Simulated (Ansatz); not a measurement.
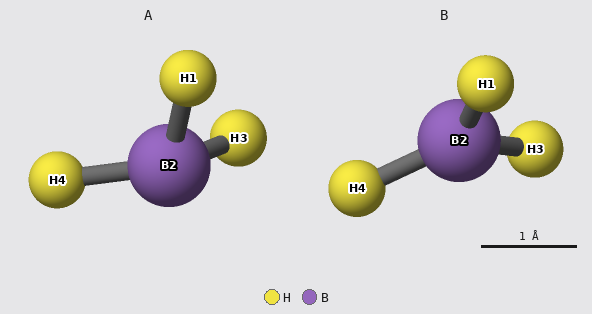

Two geometries of BH3, drawn at one scale. One is the start of a relaxation, the other its converged end. The picture is a ball-and-stick view, seen from a free direction.

Computed with RKS PBE0-D4/def2-TZVP (Ansatz). Set-up: force threshold 0.005 eV/Å; at most 200 steps.

**Which of the two is the end point?**

Structure B is the relaxed one. It is one of the separated reactants of a reaction. B2 moves most after the best rigid fit: 0.28 Å. Largest moves by element: B 0.28 Å, H 0.12 Å. Near-neighbour distances that change, for instance: H1–B2 1.267 → 1.193 Å, B2–H3 1.205 → 1.193 Å, B2–H4 1.198 → 1.193 Å. Bond angles that change, for instance: H1–B2–H3 104.0° → 120.0°, H1–B2–H4 109.8° → 120.0°. Over 4 geometry steps the energy falls by 0.827 eV. Largest force component: 4.1 eV/Å at the start, 0.00012 eV/Å at the end.
